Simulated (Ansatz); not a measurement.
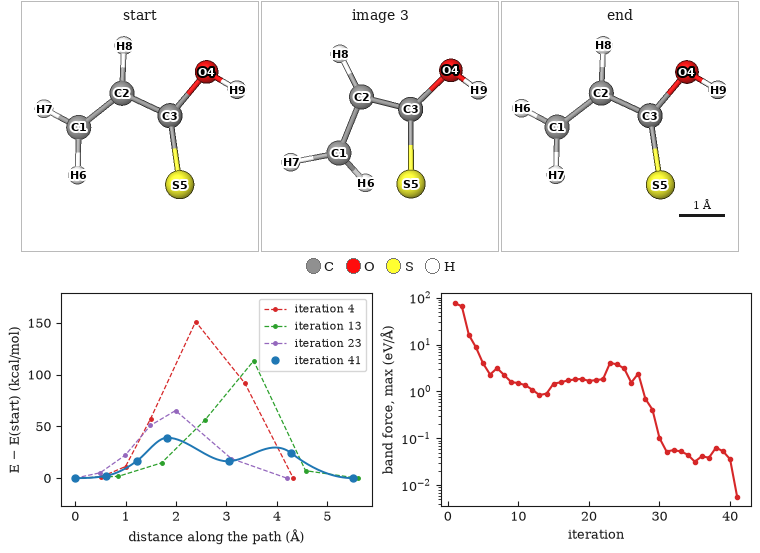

A nudged-elastic-band calculation for C3H4OS. Images are numbered from 0 (start) to 6 (end). The plot follows the band through its iterations. Style: ball-and-stick. Shown at a tilt.

Level of theory: Ansatz 0.2.0, RKS PBE0/def2-SVP. Set-up: 5 movable images; climbing image; force threshold 0.03 eV/Å; iteration limit 60; starting path through a guess of the saddle point.

### Did the band converge, and can the barrier be trusted?

The run is converged, with reservations. The band converged in 41 iterations. The largest component of the band force went from 77 to 0.0057 eV/Å. The climbing image converged on the top of the path. Its vibrational analysis gives one imaginary mode (652i cm⁻¹), as a transition state must have. The first iteration put the highest image at 606.8 kcal/mol. The two ends have the same energy, and the highest point, image 3, lies 39.1 kcal/mol above the start. The profile has 2 maxima (images 3, 5) with a dip at image 4 (+16.4 kcal/mol), so the process runs in steps.
